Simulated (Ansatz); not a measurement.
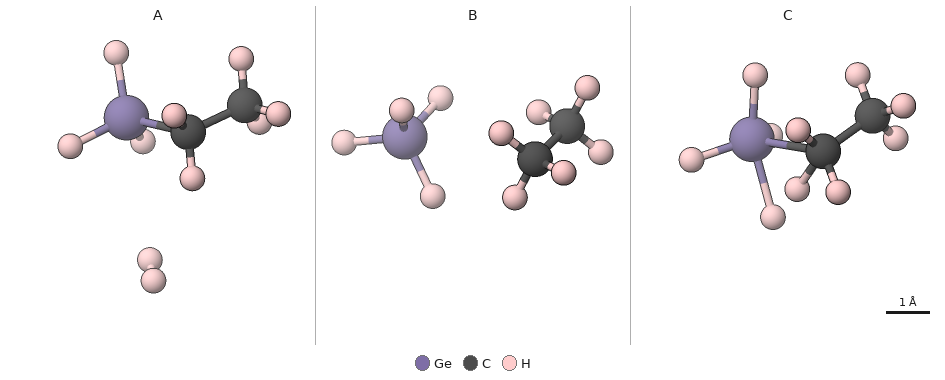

Three geometries of C₂H₁₀Ge: a saddle point and the two minima that it joins, in shuffled order. The picture is a ball-and-stick view, seen at a tilt. Sticks join atoms that are closer than about 1.2 times the sum of their covalent radii (a little more with hydrogen).

Stationary points at PBE0-D4/def2-TZVP, single-point energies with wB97X-V, wB97M-V, B2PLYP, PBE-D4 (def2-TZVPP where no basis is named; Ansatz 0.2.0). The energies are electronic, without zero-point or thermal terms, and both ends are the minima reached downhill from the saddle, with any fragments still in contact.

Identify the saddle point and describe the reaction.

Answer. Frame C is the saddle point. Counted by bonded pieces, A holds C₂H₈Ge + H₂ and B holds C₂H₆ + GeH₄. From A over the saddle to B, bonds form: Ge–H (3.44 → 1.89 → 1.53 Å), C–H (3.83 → 1.38 → 1.09 Å). Bonds break: C–Ge (1.96 → 2.30 → 4.07 Å), H–H (0.75 → 1.16 → 2.89 Å). The saddle has one imaginary mode, 1848i cm⁻¹. With wB97X-V the barrier is 80.6 kcal/mol from A and 91.8 kcal/mol from B, and B lies 11.2 kcal/mol below A.

```tsv
level	barrier from A (kcal/mol)	barrier from B (kcal/mol)	B less A (kcal/mol)
wB97X-V	80.6	91.8	−11.2
wB97M-V	79.5	90.3	−10.9
B2PLYP	80.7	92.1	−11.5
PBE-D4	70.4	80.7	−10.2
```

Limits of the set-up: the start holds two separate molecules, 2.9 Å apart at their closest, whose relative position is a soft coordinate.
